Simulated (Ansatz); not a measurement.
# SiHF+ (quartet): inputs that go wrong

4 inputs are run for SiHF+ (quartet) as typed; the log has to tell whether the result can be used and what must change.

Method: the settings change from run to run; program: Ansatz 0.2.0, Gaussian basis.

37 further runs of the same task are left out: 14 for a known fault of the program, 12 that didn't finish, 11 set aside as unsound or not needed.

### Step 1. What is computed

The geometry is a PBE0/def2-TZVP stationary point (not a proven minimum) of the parent state, kept for this charge and spin.

3 atoms, charge 1, spin multiplicity 4.

Atoms are counted from 1 here; the program's logs count them from 0.

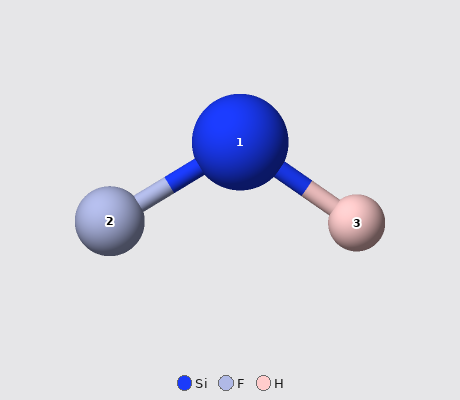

The geometry (silicon blue, fluorine light blue, hydrogen pink); atoms are numbered from 1 in the order of the file.

### Step 2. Attempt 1

in.yaml reads:

```yaml
crystal:
  periodic: [false, false, false]
  atoms:
    - {symbol: Si, position_ang: [0.000000, -0.099697, 0.614355]}
    - {symbol: F, position_ang: [0.000000, 0.084478, -0.981128]}
    - {symbol: H, position_ang: [0.000000, 1.185681, 1.374490]}
basis:
  gaussian: {orbitals: cc-pVDZ}
total_charge: 1
magnetization: {spin_polarized: false, initial_magnetization: 3}
correlation: {method: sc_nevpt2, electrons: valence, active_space: {window: {electrons: 5, orbitals: 4}}}
output: {forces: true}
```

Run with:

```bash
> ansatz run in.yaml --threads 1 --pin off --events-out ev --progress --plain --max-ram 2393MiB
```

Output:

```text
Functional definition: HF
  name "HF"
  cite "Fock, Z. Phys. 61, 126 (1930) doi:10.1007/BF01340294"
  parent pbe
  exchange = exact_x
  correlation = 0
357 factors; integrals over basis functions are off by at most 1.0e-3 eV
mean field evaluation 1: about -10561.3578 eV, gradient 5.8e1 eV
mean field evaluation 2: about -10561.4299 eV, gradient 5.8e1 eV
mean field evaluation 4: about -10567.9393 eV, gradient 2.2e1 eV
mean field evaluation 8: about -10569.2956 eV, gradient 9.9e-1 eV
mean field evaluation 16: about -10562.8870 eV, gradient 4.5e1 eV
mean field evaluation 32: about -10568.9322 eV, gradient 9.9e-1 eV
mean field evaluation 64: about -10568.9330 eV, gradient 3.4e-1 eV
mean field evaluation 96: about -10568.9305 eV, gradient 1.5e-2 eV
mean field evaluation 128: about -10568.9274 eV, gradient 2.9e-1 eV
mean field evaluation 160: about -10568.9122 eV, gradient 1.1e0 eV
mean field evaluation 192: about -10569.3002 eV, gradient 4.8e-1 eV
mean field -10569.30129127 eV, -388.4146583246 hartree, gradient 5.4e-6 eV, S^2 3.750000; 13 other end points of the search recorded, 0 dependent functions left out
reference -10569.30129127 eV, -388.4146583246 hartree; 13, 10 occupied and 24, 27 virtual orbitals, 357 factors
state -10569.30129127 eV, -388.4146583246 hartree
state -10569.30129127 eV, -388.4146583246 hartree; corrected -10575.44229645 eV, -388.6403361024 hartree
state -10568.96187121 eV, -388.4021848673 hartree
state -10568.96187121 eV, -388.4021848673 hartree; corrected -10574.16470332 eV, -388.5933854209 hartree
state -10569.30129127 eV, -388.4146583246 hartree; corrected -10575.44229645 eV, -388.6403361024 hartree
WARN: 1 active orbitals are nearly empty or full. The corrections depend on them more than the energy does, and are more stable in an active space without them
the calculation of the forces begins
Error: an active orbital is full or empty, and SC-NEVPT2 has no forces then: leave it out of the active space
```

Wall time 3.4 s (1 thread of Arm Neoverse V2, shared host).

**Diagnosis.** The run stopped with an error. It says: «an active orbital is full or empty, and SC-NEVPT2 has no forces then: leave it out of the active space». Cure: drop the forces, or choose an active space whose orbitals are all partly filled.

### Step 3. Attempt 2

in.yaml reads:

```yaml
crystal:
  periodic: [false, false, false]
  atoms:
    - {symbol: Si, position_ang: [0.000000, -0.099697, 0.614355]}
    - {symbol: F, position_ang: [0.000000, 0.084478, -0.981128]}
    - {symbol: H, position_ang: [0.000000, 1.185681, 1.374490]}
basis:
  gaussian: {orbitals: cc-pVDZ}
total_charge: 1
magnetization: {spin_polarized: true, initial_magnetization: 7}
correlation: {method: ccsdt_q_b, electrons: valence, diis_vectors: 4}
accuracy: high
scf: {lower_state_search: off}
```

The command is unchanged.

Output, cut to the lines that bear on the results:

```text
Functional definition: HF
  name "HF"
  cite "Fock, Z. Phys. 61, 126 (1930) doi:10.1007/BF01340294"
  parent pbe
[...]
721 factors; integrals over basis functions are off by at most 3.1e-9 eV
[...]
mean field -10545.87536063 eV, -387.5537712520 hartree, gradient 1.2e-8 eV, S^2 15.754469; 0 other end points of the search recorded, 0 dependent functions left out
6 core orbitals not correlated: weight in the atoms' cores, before any rotation towards them, 1.000 or more for the frozen orbitals, at most 0.000 for the correlated occupied ones
reference -10545.87536063 eV, -387.5537712520 hartree; 9, 2 occupied and 22, 29 virtual orbitals, 721 factors
second order -3.32202001 eV of doubles, -0.00000000 eV of singles
cycle   1  -3.75340294 eV  change   -4.3e-1 eV  update   4.0e-2
[...]
cycle  41  -3.93534040 eV  change   5.7e-11 eV  update   1.1e-9
perturbative correction -0.00041218 eV, -0.0000151472 hartree
Total energy: -10549.81111321 eV, -387.6984074915 hartree
Checks for a lower state left out: stability, starts, cluster_reference, orbital_swaps, neighbouring_geometries, increment
```

Run time: 12 s. Hardware: 1 thread of Arm Neoverse V2, shared host; peak memory 0.25 GiB.

**Diagnosis.** The run converged, which proves nothing about the input. Far too many unpaired electrons are asked for. Its energy belongs to the state of multiplicity 8, not to the quartet that was meant. To mend it, set initial_magnetization to that of the wanted state.

### Step 4. Attempt 3

in.yaml reads:

```yaml
crystal:
  periodic: [false, false, false]
  atoms:
    - {symbol: Si, position_ang: [0.000000, -0.099697, 0.614355]}
    - {symbol: F, position_ang: [0.000000, 0.084478, -0.981128]}
    - {symbol: H, position_ang: [0.000000, 1.185681, 1.374490]}
basis:
  gaussian: {orbitals: def2-SVP}
total_charge: 1
magnetization: {spin_polarized: false, initial_magnetization: 4}
hamiltonian: {xc: {name: r2SCAN}, pseudopotentials: {relativity: none}}
correlation: {method: ccsd, electrons: outside_noble_gas}
scf: {omitted_lower_state_checks: [cluster_reference]}
```

Launched as before.

Output:

```text
Error: a molecule whose nuclei and cores have a total charge of 24 cannot have a net charge of 1 together with 4 unpaired electrons
```

Run time: 0.03 s. Hardware: 1 thread of Arm Neoverse V2, shared host.

Diagnosis: The run was refused. The number of unpaired electrons doesn't fit the electron count. Fix: make charge and initial_magnetization agree.

### Step 5. Attempt 4

in.yaml reads:

```yaml
crystal:
  periodic: [false, false, false]
  atoms:
    - {symbol: Si, position_ang: [0.000000, -0.099697, 0.614355]}
    - {symbol: F, position_ang: [0.000000, 0.084478, -0.981128]}
    - {symbol: H, position_ang: [0.000000, 1.185681, 1.374490]}
basis:
  gaussian: {orbitals: aug-cc-pVTZ}
total_charge: 1
magnetization: {spin_polarized: false, initial_magnetization: 3}
correlation: {method: ccsdtq, electrons: all, diis_vectors: 12}
```

Same command.

Output:

```text
Functional definition: HF
  name "HF"
  cite "Fock, Z. Phys. 61, 126 (1930) doi:10.1007/BF01340294"
  parent pbe
  exchange = exact_x
  correlation = 0
1399 factors; integrals over basis functions are off by at most 1.7e-7 eV
mean field evaluation 1: about -10562.6328 eV, gradient 6.5e1 eV
mean field evaluation 2: about -10562.6365 eV, gradient 6.5e1 eV
mean field evaluation 4: about -10569.4423 eV, gradient 2.5e1 eV
mean field evaluation 8: about -10571.0611 eV, gradient 5.4e-1 eV
mean field evaluation 16: about -10569.4338 eV, gradient 2.5e1 eV
mean field evaluation 32: about -10570.5625 eV, gradient 1.4e0 eV
mean field evaluation 64: about -10570.5687 eV, gradient 3.8e-2 eV
mean field evaluation 96: about -10570.5782 eV, gradient 3.6e-3 eV
mean field evaluation 128: about -10567.2771 eV, gradient 6.3e-1 eV
mean field evaluation 160: about -10570.5557 eV, gradient 1.6e-1 eV
mean field evaluation 192: about -10567.0386 eV, gradient 9.9e-4 eV
mean field evaluation 224: about -10563.7753 eV, gradient 7.4e-2 eV
mean field evaluation 256: about -10570.5492 eV, gradient 5.5e-1 eV
mean field evaluation 288: about -10567.2902 eV, gradient 1.6e-1 eV
mean field evaluation 320: about -10565.1197 eV, gradient 1.8e0 eV
mean field evaluation 352: about -10563.7752 eV, gradient 2.6e-4 eV
mean field evaluation 384: about -10563.6457 eV, gradient 9.0e-2 eV
mean field evaluation 416: about -10562.6962 eV, gradient 5.8e0 eV
mean field evaluation 448: about -10561.6153 eV, gradient 4.0e-1 eV
mean field evaluation 480: about -10561.3829 eV, gradient 8.7e0 eV
mean field evaluation 512: about -10561.2665 eV, gradient 3.4e0 eV
mean field evaluation 544: about -10561.0369 eV, gradient 9.3e0 eV
mean field evaluation 576: about -10571.0619 eV, gradient 4.8e-2 eV
mean field evaluation 608: about -10570.5772 eV, gradient 2.1e-1 eV
mean field evaluation 640: about -10570.5555 eV, gradient 2.7e-6 eV
mean field -10571.06191543 eV, -388.4793600689 hartree, gradient 3.5e-6 eV, S^2 3.750000; 14 other end points of the search recorded, 0 dependent functions left out
mean field evaluation 672: about -10570.7425 eV, gradient 3.0e-1 eV
mean field evaluation 704: about -10570.7423 eV, gradient 3.0e-4 eV
determinant -10571.06191543 eV, -388.4793600689 hartree, with singles and doubles -10581.56430113 eV, -388.8653156245 hartree
determinant -10570.57822032 eV, -388.4615846016 hartree, with singles and doubles -10580.72531578 eV, -388.8344834816 hartree
determinant -10570.55545662 eV, -388.4607480509 hartree, with singles and doubles -10580.54105806 eV, -388.8277121353 hartree
determinant -10570.08419622 eV, -388.4434295508 hartree, with singles and doubles -10581.54129048 eV, -388.8644699988 hartree
determinant -10567.29111746 eV, -388.3407857996 hartree, with singles and doubles -10577.73109242 eV, -388.7244478027 hartree
determinant -10567.03860713 eV, -388.3315062161 hartree, with singles and doubles -10577.37319334 eV, -388.7112952540 hartree
Error: SIGTERM received: run cancelled behind 723 evaluations of the mean field
```

Wall time 89 s (1 thread of Arm Neoverse V2, shared host).

What is wrong: The run was cut at its time limit. The job is too large for the time given. Cure: a smaller basis or space, or a lower level; a longer limit helps only where the log shows it near its end.

### Step 6. Summary

| attempt | level | ended | cause | time |
| --- | --- | --- | --- | --- |
| 1 | NEVPT2(5,4)/cc-pVDZ | stopped by an error | an active orbital is full or empty, and SC-NEVPT2 has no forces then: leave it out of the active space | 3.4 s |
| 2 | CCSDT(Q)/B on UHF/cc-pVDZ | converged | far too many unpaired electrons are asked for | 12 s |
| 3 | CCSD/def2-SVP | refused | the number of unpaired electrons doesn't fit the electron count | 0.03 s |
| 4 | CCSDTQ on ROHF/aug-cc-pVTZ | cut at its time limit | the job is too large for the time given | 89 s |

1 stopped by an error, 1 converged, 1 refused, 1 cut at its time limit. The input that converges on a wrong geometry or spin is the dangerous one: no error points at it, so geometry and ⟨S²⟩ have to be checked.
